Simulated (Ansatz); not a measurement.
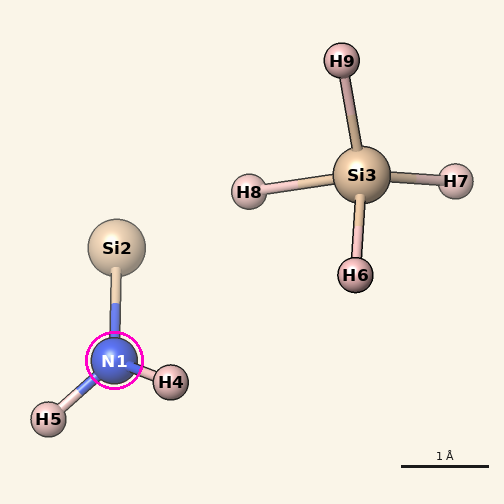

Orthographic view. Depth is shown by fading: the farther an atom, the more it takes the colour of the background. The species has charge +1 and is a spin singlet. The geometry was computed by an optimisation with PBE0-D4/def2-TZVP. No frequency run is at hand to confirm it as a minimum.

Which atoms are bonded to the circled atom?

Answer. The circled atom is N1; it is bonded to Si2, H4, H5.

Which atom is farthest from the viewer?

Answer. Si2, 1.3 Å behind the mean position.

Of Si3 and H7, which is nearer the viewer?

Answer. Si3; the bond to H7 points away from the viewer, so it looks shorter than its 1.47 Å.
